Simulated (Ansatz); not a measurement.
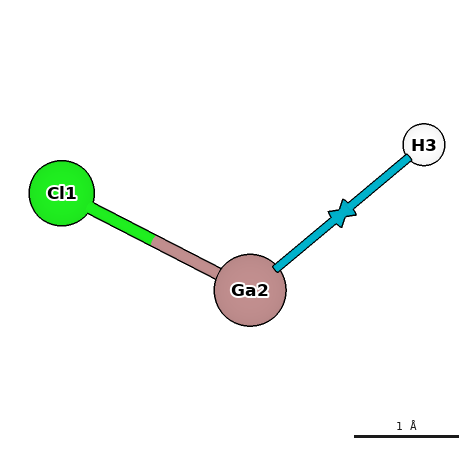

Arrows show the forces on the atoms, 0.8 Å of arrow for 1 eV/Å; forces under a tenth of the largest aren't drawn. Charge 0, doublet. Level of theory: PBE0-D4/def2-TZVP (Ansatz 0.2.0).

List the force components in the frame of the picture (x right, y up, z towards the viewer), in eV/Å.

| atom | Fx | Fy | Fz |
| --- | --- | --- | --- |
| Cl1 | 0.00 | 0.00 | 0.00 |
| Ga2 | 0.90 | 0.75 | 0.24 |
| H3 | −0.90 | −0.75 | −0.24 |
